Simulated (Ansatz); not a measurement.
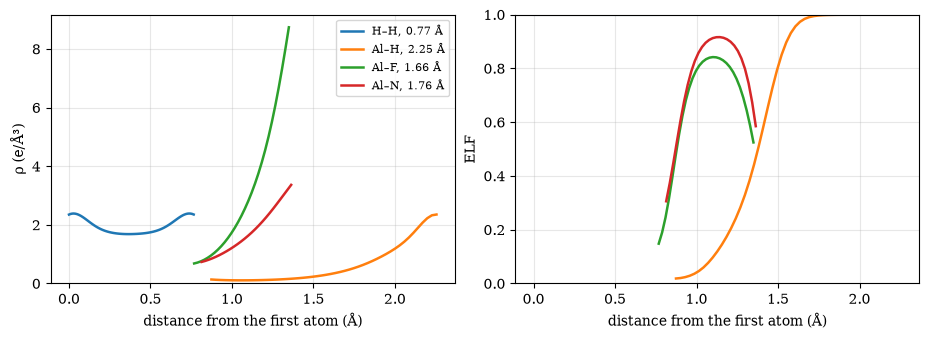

The picture shows: AlF$_{2}$H$_{2}$N···H$_{2}$. Electron density and ELF along straight lines between neighbouring atoms. The curves leave out the atomic cores.

The calculation used RKS B3LYP/def2-SVP in Ansatz.

```xyz
8

Al   -0.0072   -0.0043    0.4024
N     0.0266   -0.3656    2.1237
H    -0.7853   -0.6276    2.6733
H     0.8723   -0.4466    2.6788
F     1.4023    0.2160   -0.4470
F    -1.4260   -0.0924   -0.4558
H    -0.2555    2.3022    0.3066
H    -0.2424    2.1414    1.0545
```

> What can be read from the curves?

H–H (0.77 Å): ρ at the midpoint is about 1.7 e/Å³; the ELF is about 1 at the midpoint.
Al1···H8 (2.25 Å): the density falls to about 0.11 e/Å³ on the way; the ELF climbs to about 1 towards the hydrogen.
Al–F (1.66 Å): ρ is about 0.81 e/Å³ halfway; the ELF peaks at about 0.85 in the valence shell of F, 0.6 Å from its nucleus, and is about 0.30 at the midpoint.
Al–N (1.76 Å): ρ at the midpoint is about 0.86 e/Å³; the ELF peaks at about 0.90 in the valence shell of N, 0.6 Å from its nucleus, and is about 0.55 at the midpoint.
